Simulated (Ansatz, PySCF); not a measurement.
Breaking the Cd1–H2 bond in BrCdH (SMILES [Br][CdH]) (multiplicity 1 held, fragments rigid). Energies count from the point at 1.659 Å.
Geometry at that point (charge 0, multiplicity 1):
```xyz
3

Cd     0.000     0.000    -0.998
H      0.000     0.000    -2.656
Br     0.000     0.000     1.444
```

Restricted levels (R-, RO-) in cc, def2 and unpolarised 6-31G sets keep to the state of the molecule at rest. Unrestricted levels (U-) break spin symmetry where that is lower. Active spaces are followed from a long bond inwards. Curves can end on different states.

Correlated levels freeze the cores. Filled d and f shells under p-block atoms count as core. Rows in LANL2DZ carry no dispersion term and start afresh at each structure. LANL2DZ brings its own core potentials from Na on.

The values were computed with Ansatz (a program for electronic structure) with Gaussian orbitals; PySCF for LANL2DZ rows.  In def2 rows elements past Kr take small-core potentials, without spin–orbit coupling.

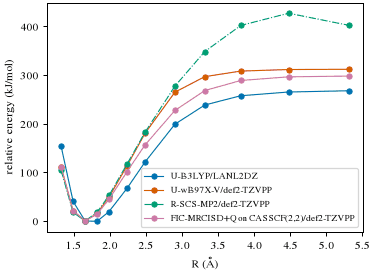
Figure. Relative energy along the coordinate

Q: Read off the U-B3LYP/LANL2DZ curve at R = 2.488.

A: about 120 kJ/mol

Doubts at one or more of the structures used: a spin-contaminated determinant (U-B3LYP/LANL2DZ, U-wB97X-V/def2-TZVPP); a restricted determinant that unrestricted orbitals would lower (R-SCS-MP2/def2-TZVPP).
